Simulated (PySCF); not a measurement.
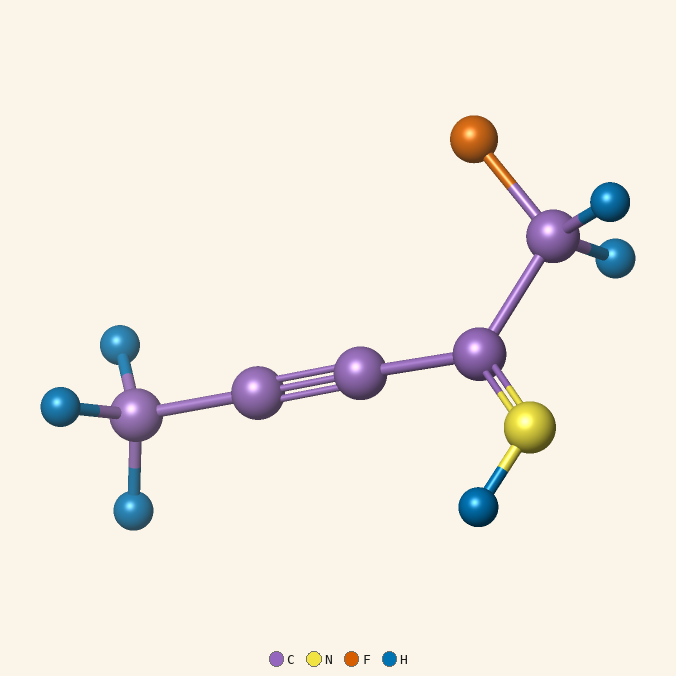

The geometry was computed by an optimisation with GFN2-xTB. No frequency run is at hand to confirm it as a minimum.

Question: Which formula does it have?

Answer: C5H6FN, 13 atoms: 5 carbon, 6 hydrogen, 1 fluorine and 1 nitrogen.

Question: Write the SMILES.

Answer: [H]/N=C(\C#CC)CF

More results for the same structure follow; atom numbers are the same in all pictures, views and colours differ.

## Shape

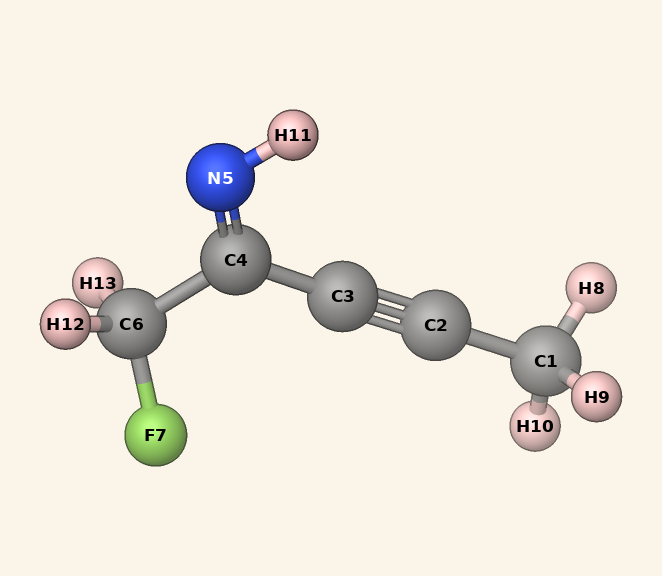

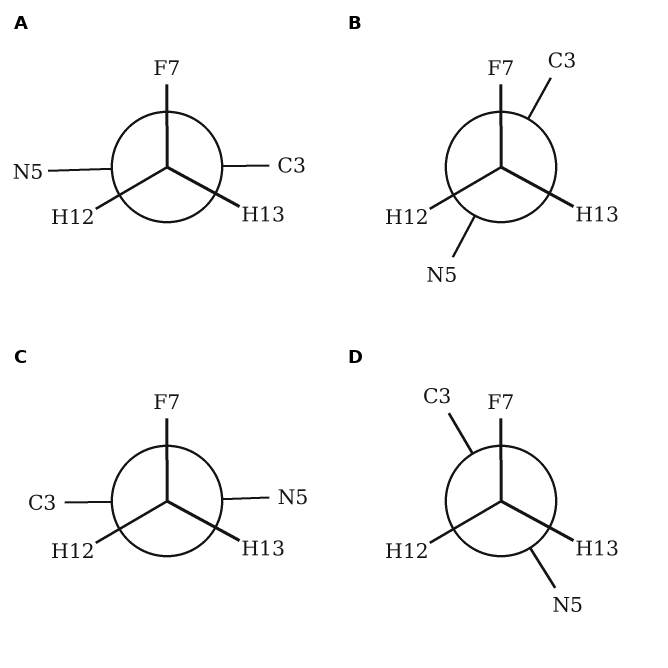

Distant atoms are faded towards the background colour. Bonds that would overlap in a projection are set slightly apart. No frequency run is at hand to confirm it as a minimum.

Question: Which Newman projection shows the view along C6–C4, with C6 in front?

Answer: B. The torsion angle F7–C6–C4–N5 is −152°, antiperiplanar (anti).

## Electronic properties

No frequency run is at hand to confirm it as a minimum. Method: B3LYP/pcJ-1, gas phase (PySCF 2.14.0).

Computed properties:

- dipole moment: 2.75 D
- HOMO energy (Kohn–Sham orbital): −7.42 eV
- LUMO energy (Kohn–Sham orbital): −1.42 eV
- HOMO–LUMO gap: 6.00 eV

## Spin–spin coupling

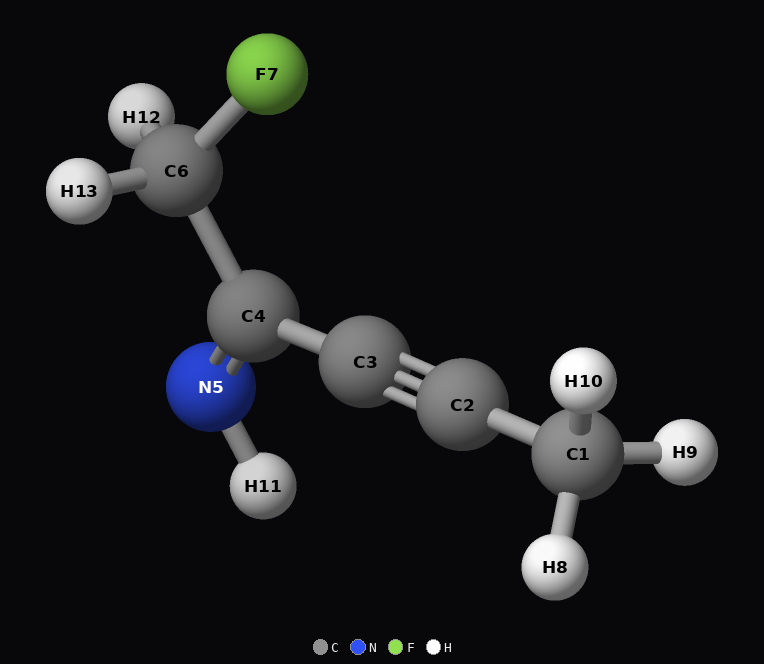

No frequency run is at hand to confirm it as a minimum. Level of theory: B3LYP/pcJ-1 indirect spin-spin coupling, non-relativistic, gas phase (PySCF 2.14.0). Isotopes: 13C, 19F, 1H, 15N.

Give the spin–spin coupling constants of these pairs, with the number of bonds between them: N5/H11, C6/F7, C3/N5, N5/C6, C2/N5, N5/H12.

```tsv
pair	bonds apart	J (Hz)
N5, H11	1	−55.3
C6, F7	1	−227.4
C3, N5	2	3.5
N5, C6	2	−18.7
C2, N5	3	−2.4
N5, H12	3	−1.8
```

Density functionals are unreliable for couplings to fluorine, so those rows may be far off.

## Quadrupole coupling

No frequency run is at hand to confirm it as a minimum. Electric field gradients from the ground-state density, B3LYP/pcJ-1 (PySCF 2.14.0), non-relativistic apart from any core potentials.

Give the largest field-gradient component, the quadrupole coupling constant and the asymmetry for 14N at N5 (Q = 20.44 mb).

| atom | V_zz (a.u.) | e²qQ/h (MHz) | η |
| --- | --- | --- | --- |
| N5 | −0.991 | −4.76 | 0.31 |
